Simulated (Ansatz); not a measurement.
F3GeH···H2

Input

```
crystal:
  periodic: [false, false, false]
  atoms:
    - { symbol: Ge, position_ang: [-0.448648, -0.18032, -0.332888] }
    - { symbol: H, position_ang: [0.023805, 0.805318, 2.19406] }
    - { symbol: F, position_ang: [1.075472, -0.771728, 0.177856] }
    - { symbol: H, position_ang: [-0.478231, 1.325373, -0.50166] }
    - { symbol: F, position_ang: [-0.77562, -0.97808, -1.815293] }
    - { symbol: F, position_ang: [-1.61777, -0.764409, 0.753905] }
    - { symbol: H, position_ang: [-0.604009, 0.457745, 2.17072] }
basis:
  gaussian: { orbitals: def2-SVP }
hamiltonian:
  xc: pbe0
  dispersion: d4
relax:
  f_tol: 0.03
  max_steps: 50
output:
  orbitals: {}
```

Run with:

```sh
ansatz run input.yaml --threads 2 --pin off --max-ram 3072MiB --backend cpu --events-out ev --progress --plain --runs-dir out
```

The fields are those of the run's last geometry, not of the input's.

Computed with RKS PBE0-D4/def2-SVP in Ansatz 0.2.0.

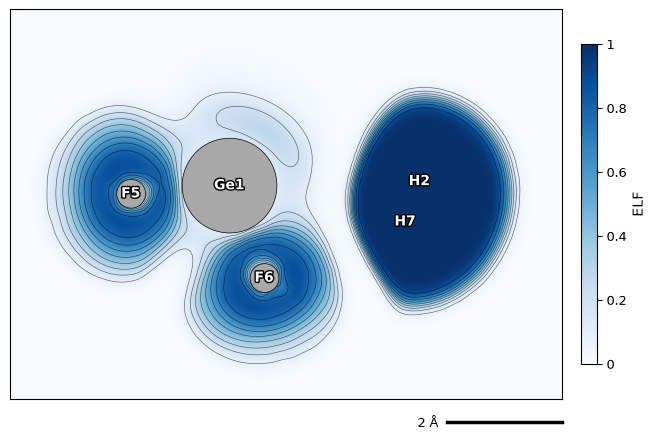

Figure 1. ELF on the plane of atoms F5, Ge1 and F6. Grey discs cover the atomic cores.

Interpret the plot.

- Atoms in the plane: Ge, H and F.
- Ge1···H7 (3.12 Å): the ELF dips to about 0 between them (a weak contact between the two molecules).
- Ge–F (1.71 Å): the ELF peaks at about 0.80 in the valence shell of F, 0.5 Å from its nucleus, and is about 0.25 at the midpoint.
- H–H (0.76 Å): the ELF is about 1 at the midpoint.
- The ELF also peaks beside F6 and F5, away from the bonds: lone-pair regions.

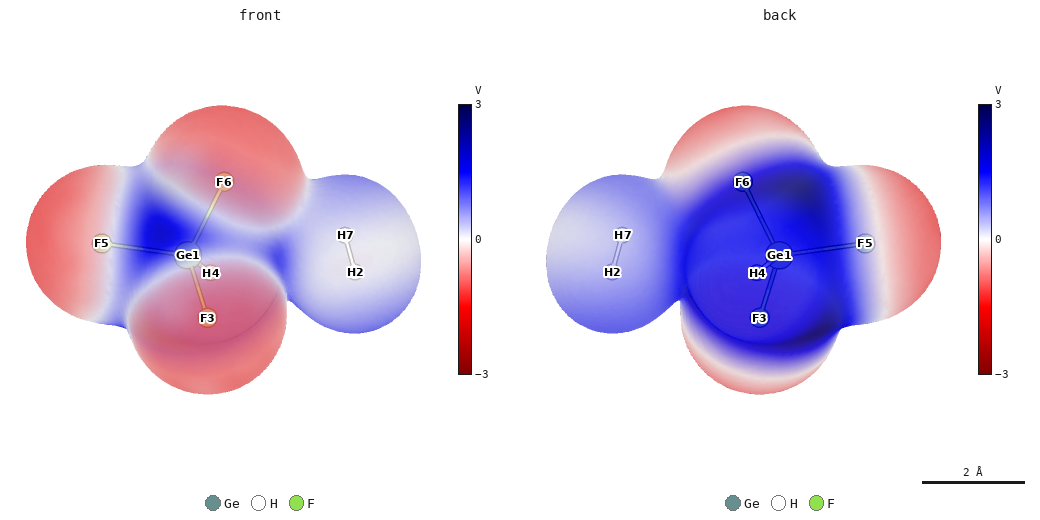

Figure 2. The electrostatic potential painted on the density surface at 0.002 e/bohr³, seen from the front and from behind; the colour scale runs from red (negative) to blue (positive).

Which sites attract a positive test charge, and which a negative one?

A positive charge is drawn to the negative regions and a negative charge to the positive ones. The most negative region (about −0.9 V) lies over F3, F5 and F6, the most positive (about +2.6 V) over Ge1.

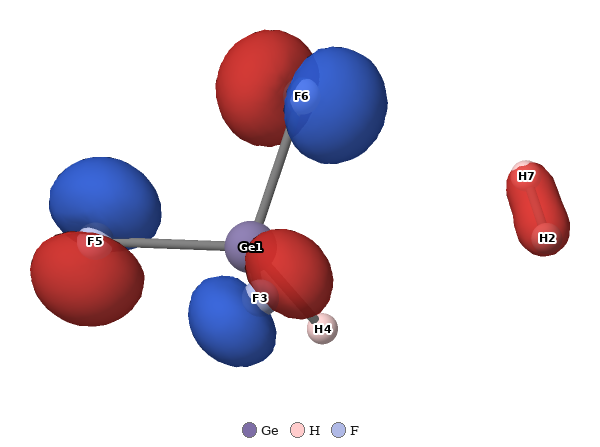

Figure 3. The HOMO−1 at ±0.2 Å⁻³ᐟ² (blue and red are the two phases), seen at a tilt.

Where does this orbital lie, and at what energy?

It lies mainly on F6 (about 40 %), F5 (about 30 %) and F3 (about 20 %); largely a combination of lone pairs on F6, F5 and F3. Its energy is −11.66 eV.
